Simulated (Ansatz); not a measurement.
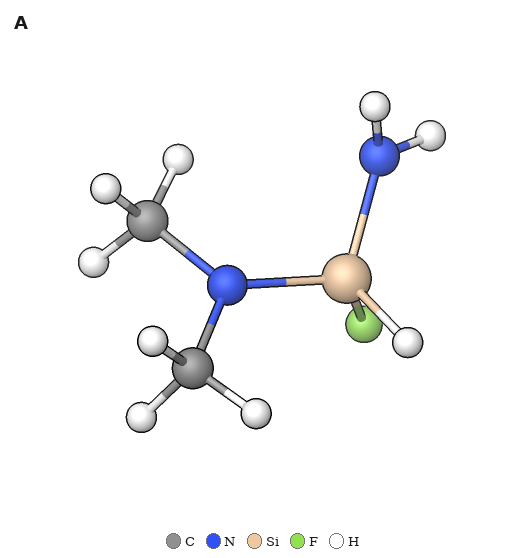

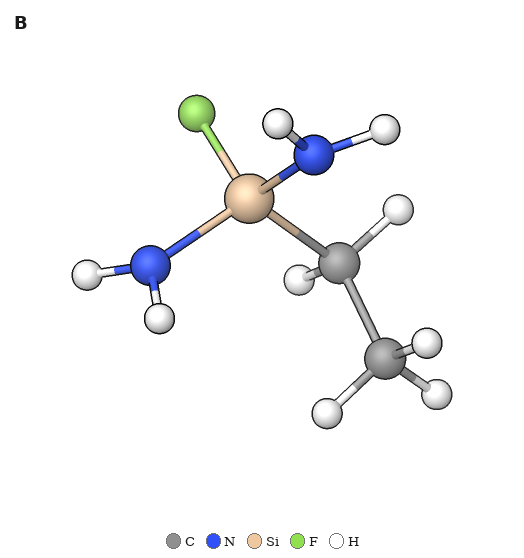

2 stationary structures of one formula. Geometries: PBE0-D4/def2-TZVP. Electronic energies: CCSD(T)/CBS (MP2 limit from def2-TZVPP and def2-QZVPP plus CCSD(T) − MP2) (Ansatz 0.2.0), without zero-point energy. No frequency run is at hand to confirm each as a minimum. Each is one conformer, not always the lowest.

Are they conformers, stereoisomers or constitutional isomers?

They are constitutional isomers of C2H9FN2Si: A `CN(C)[Si@H](N)F`, B `CC[Si](N)(N)F`.

Which is lowest in energy, and by how much?

B is lowest; A lies 105.3 kJ/mol above it.
